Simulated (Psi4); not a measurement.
**BNH4S (SMILES NBS) at OMP2/def2-SVPD (density fitting for correlation)**

What is the vertical singlet–triplet gap of BNH4S at OMP2/def2-SVPD (density fitting for correlation)? 

The results are computed with Psi4 1.11.

1 further run of the same task is left out (it didn't finish).

### Step 1. The system as given

BNH4S: 7 atoms, total charge 0, spin state singlet. As SMILES, `NBS`. The shape is that of a PBE0-D4/def2-TZVP optimisation. This is one conformer, not always the lowest.

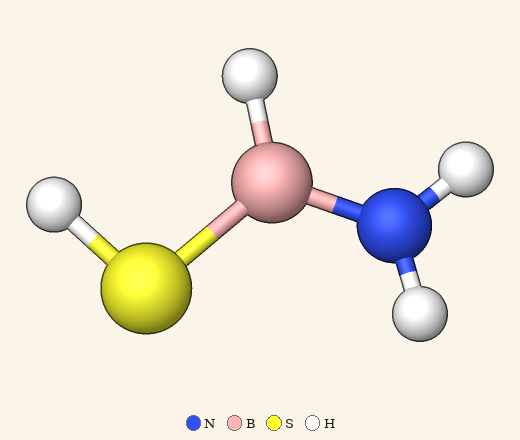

The structure, seen from a chosen angle (nitrogen blue, boron pink, sulfur yellow, hydrogen white).

### Step 2. A single-point energy at OMP2/def2-SVPD (density fitting for correlation)

The input, input.json:

```json
{
 "schema_name": "qcschema_input",
 "schema_version": 1,
 "molecule": {
  "schema_name": "qcschema_molecule",
  "schema_version": 2,
  "symbols": ["N", "B", "S", "H", "H", "H", "H"],
  "geometry": [-1.73703625, 0.74304031, -1.15670136, 0.296687, 0.27268748, 0.44238489, 2.0575338, -2.65997849, 0.16251645, -2.3349456, -0.45410119, -2.5067217, -2.74841768, 2.34552807, -1.04993183, 0.88080135, 1.79939722, 1.99668462, 3.70121759, -2.17507477, 2.02540846],
  "molecular_charge": 0,
  "molecular_multiplicity": 1,
  "fix_symmetry": "c1",
  "fix_com": true,
  "fix_orientation": true
 },
 "driver": "energy",
 "model": {
  "method": "omp2",
  "basis": "def2-SVPD"
 },
 "keywords": {
  "reference": "rhf",
  "puream": true,
  "e_convergence": 1e-09,
  "d_convergence": 1e-08,
  "scf_type": "pk",
  "num_frozen_docc": 7
 }
}
```

Launch:

```
psi4 --qcschema input.json -n 1 --memory 1600MB
```

stdout:

```text
[...]
  Running in c1 symmetry.
[...]
  Nuclear repulsion =   89.580008385066506
[...]
  Multiplicity = 1
[...]
  Nalpha       = 16
  Nbeta        = 16
[...]
    Number of basis functions: 99
[...]
   @RHF iter   1:  -478.79997926085349   -5.39259e-01   4.11451e-03 DIIS/ADIIS
[...]
   @RHF iter  12:  -478.89410704854066   -3.97904e-13   2.84065e-09 DIIS
[...]
    Orbital Energies [Eh]
    ---------------------
    Doubly Occupied:
       1A    -91.915250     2A    -15.565552     3A     -8.948729
       4A     -7.628236     5A     -6.636843     6A     -6.635654
       7A     -6.634325     8A     -1.159500     9A     -0.967523
      10A     -0.715236    11A     -0.695939    12A     -0.560808
      13A     -0.543328    14A     -0.465089    15A     -0.437431
      16A     -0.368384
[...]
  @RHF Final Energy:  -478.89410704854066
   => Energetics <=
    Nuclear Repulsion Energy =             89.5800083850665061
    One-Electron Energy =                -837.1925782794279485
    Two-Electron Energy =                 268.7184628458207385
    Total Energy =                       -478.8941070485406613
[...]
 Multipole Moments:
 ------------------------------------------------------------------------------------
     Multipole            Electronic (a.u.)      Nuclear  (a.u.)        Total (a.u.)
 ------------------------------------------------------------------------------------
 L = 1.  Multiply by 2.5417464519 to convert [e a0] to [Debye]
 Dipole X            :        -22.2049551           21.7433777           -0.4615774
 Dipole Y            :         34.9752709          -34.4791869            0.4960839
 Dipole Z            :          2.7130809           -2.8192823           -0.1062014
 Magnitude           :                                                    0.6858802
[...]
	Warning: cc_lambda option is changed to TRUE
	For this residual convergence, default PCG convergence is:     1.00e-07
[...]
	DF-MP2 Total Energy (a.u.)         :  -479.30770874050762
[...]
	DF-MP2 Total Energy (a.u.)         :  -479.31271834414258
[...]
	DF-OMP2 Total Energy (a.u.)        :  -479.31271834414287
[...]
```

The result, in JSON:

```text
{
 "driver": "energy",
 "model": {
  "method": "omp2",
  "basis": "def2-SVPD"
 },
 "success": true,
 "return_result": -479.31271834414287,
 "properties": {
  "calcinfo_nbasis": 99,
  "calcinfo_nmo": 99,
  "calcinfo_nalpha": 16,
  "calcinfo_nbeta": 16,
  "calcinfo_natom": 7,
  "nuclear_repulsion_energy": 89.5800083850665,
  "return_energy": -479.31271834414287,
  "scf_one_electron_energy": -837.192578279428,
  "scf_two_electron_energy": 268.71846284582074,
  "scf_dipole_moment": [-0.4615773996380952, 0.4960839182064589, -0.10620139115779192],
  "scf_total_energy": -478.89410704854066,
  "scf_iterations": 12,
  "mp2_singles_energy": 0.0,
  "mp2_doubles_energy": -0.4136016919669348,
  "mp2_correlation_energy": -0.41360169196696006,
  "mp2_total_energy": -479.3077087405076
 }
}
```

Run time: 20 s. Hardware: 1 thread of AMD EPYC 7R43 (Zen 3), shared host; peak memory 0.36 GiB.

### Step 3. The triplet at the same level

The input, bh4ns.inp:

```
memory 1600 mb

molecule {
  0 3
  N     -0.919200     0.393200    -0.612100
  B      0.157000     0.144300     0.234100
  S      1.088800    -1.407600     0.086000
  H     -1.235600    -0.240300    -1.326500
  H     -1.454400     1.241200    -0.555600
  H      0.466100     0.952200     1.056600
  H      1.958600    -1.151000     1.071800
  symmetry c1
}

set {
  basis def2-SVPD
  reference uhf
  puream true
  e_convergence 1e-09
  d_convergence 1e-08
  scf_type pk
  num_frozen_docc 7
  maxiter 200
}

energy_value, wavefunction = energy("omp2", return_wfn=True)
```

Launch:

```
psi4 bh4ns.inp bh4ns.out -n 1
```

bh4ns.out:

```text
[...]
  Running in c1 symmetry.
[...]
  Nuclear repulsion =   89.580008286477721
[...]
  Multiplicity = 3
[...]
  Nalpha       = 17
  Nbeta        = 15
[...]
    Number of basis functions: 99
[...]
   @UHF iter   1:  -478.54593343760530   -2.85213e-01   4.69248e-03 DIIS/ADIIS
[...]
   @UHF iter  17:  -478.68186018101306   -8.12861e-12   5.91935e-09 DIIS
[...]
   @S^2 Observed:                2.025732570E+00
[...]
    Orbital Energies [Eh]
    ---------------------
    Alpha Occupied:
       1A    -92.038770     2A    -15.530175     3A     -9.068349
       4A     -7.548672     5A     -6.770307     6A     -6.752422
       7A     -6.749860     8A     -1.136248     9A     -1.076629
      10A     -0.707736    11A     -0.668663    12A     -0.603691
      13A     -0.565473    14A     -0.555947    15A     -0.451939
      16A     -0.448524    17A     -0.142828
    Alpha Virtual:
      18A      0.059563    19A      0.084145    20A      0.091335
      21A      0.100785    22A      0.117667    23A      0.142045
      24A      0.167822    25A      0.199628    26A      0.211175
[...]
  @UHF Final Energy:  -478.68186018101306
   => Energetics <=
    Nuclear Repulsion Energy =             89.5800082864777210
    One-Electron Energy =                -835.9712008267247256
    Two-Electron Energy =                 267.7093323592338834
    Total Energy =                       -478.6818601810130644
  UHF NO Occupations:
  HONO-2 :   15  A 1.9945897
  HONO-1 :   16  A 1.0000000
[...]
 Multipole Moments:
 ------------------------------------------------------------------------------------
     Multipole            Electronic (a.u.)      Nuclear  (a.u.)        Total (a.u.)
 ------------------------------------------------------------------------------------
 L = 1.  Multiply by 2.5417464519 to convert [e a0] to [Debye]
 Dipole X            :          1.8648413           -1.4484414            0.4163999
 Dipole Y            :         -3.2633926            2.2905783           -0.9728144
 Dipole Z            :         -0.4003653            0.1501570           -0.2502083
 Magnitude           :                                                    1.0873642
[...]
	Warning: cc_lambda option is changed to TRUE
	For this residual convergence, default PCG convergence is:     1.00e-07
[...]
	DF-SCS-MP2 Total Energy (a.u.)     :  -479.07501895979914
	DF-SOS-MP2 Total Energy (a.u.)     :  -479.07244308945644
[...]
	DF-SCS-OMP2 Total Energy (a.u.)    :  -479.08505809801511
	DF-SOS-OMP2 Total Energy (a.u.)    :  -479.04972608769924
	DF-SCS(N)-OMP2 Total Energy (a.u.) :  -478.85557108229960
[...]
	DF-OMP2 Total Energy (a.u.)        :  -479.09227078194766
[...]
```

Run time: 95 s. Hardware: 1 thread of AMD EPYC 7R43 (Zen 3), shared host; peak memory 0.36 GiB.

### Step 4. Outcome

Level: OMP2/def2-SVPD (density fitting for correlation), 7 core orbitals frozen.

```
                                                           quantity          value
                                              singlet: total energy  -479.31272 Eh
                       singlet: HOMO energy (Hartree–Fock orbitals)      -10.02 eV
                       singlet: LUMO energy (Hartree–Fock orbitals)        1.94 eV
                     singlet: HOMO–LUMO gap (Hartree–Fock orbitals)       11.96 eV
               singlet: correlation energy (7 core orbitals frozen)     -418.6 mEh
                                              triplet: total energy  -479.09227 Eh
triplet: HOMO energy (Hartree–Fock orbitals) (highest over α and β)       -3.89 eV
 triplet: LUMO energy (Hartree–Fock orbitals) (lowest over α and β)       -1.43 eV
               triplet: correlation energy (7 core orbitals frozen)     -410.4 mEh
                         triplet: ⟨S²⟩ of the reference determinant          2.026
                   vertical energy of the triplet above the singlet       5.999 eV
```

In words: At this shape the triplet lies 6.00 eV (579 kJ/mol) above the singlet.
